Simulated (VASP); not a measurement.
Shape and ions are relaxed at each volume.

Energy against volume of Zn (hcp). Computed with LDA (Ceperley-Alder, Perdew-Zunger), VASP's LDA PAW potentials (set 64) (plane waves; VASP).

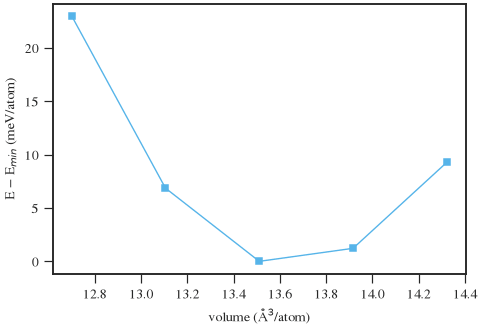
Fig. 1. Energy against volume

Task: Estimate the equilibrium volume and the bulk modulus.

Result: The minimum lies near 13.6 Å³/atom, and the curvature gives B0 of about 100 GPa.

Measured: bulk modulus 69.7 GPa at 0 K (computed value off by +45.1 %), as given by Vázquez-Parga, Fernández-Martínez, Viñes, J. Chem. Theory Comput. (2023), doi:10.1021/acs.jctc.3c00612, Supporting … [zero-point energy and finite temperature contributions removed].

The compound is Zn in the hcp structure. It was relaxed first, which changed the volume by -10 %.
